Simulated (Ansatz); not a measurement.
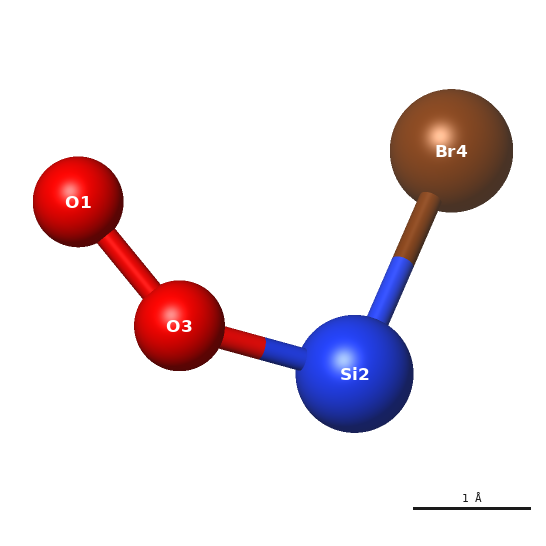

Numbered structure. State: charge −1, singlet. Computed geometry: PBE-D4/def2-SVPD optimisation. No frequency run is at hand to confirm it as a minimum.

Which atoms are bonded, and how long are the bonds?

```
   bond  length (Å)
  O1–O3       1.380
 Si2–O3       1.668
Si2–Br4       2.422
```
